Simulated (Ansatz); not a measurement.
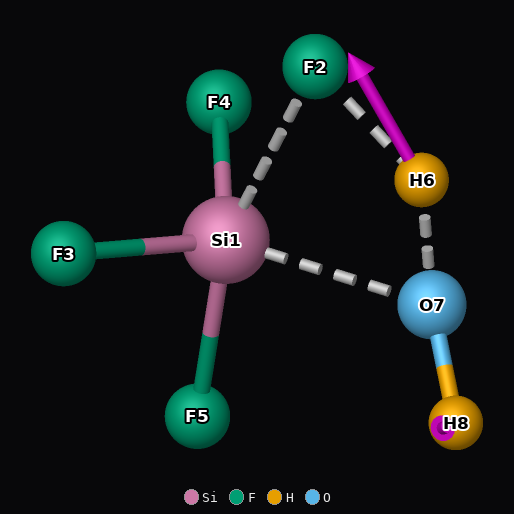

The arrows show one normal mode. Broken sticks mark bonds that form or break. Harmonic vibrations computed with RKS PBE0-D4/def2-TZVP (Ansatz 0.2.0) at a stationary point of the same level. It is a saddle point of order 1.

> At what wavenumber does it lie?

827i cm⁻¹; it is mode 1 of 18 counted from the lowest. It is the reaction coordinate: Si1–O7 forms (1.75 Å), F2–H6 forms (1.20 Å), Si1–F2 breaks (1.88 Å), H6–O7 breaks (1.16 Å), or the reverse.
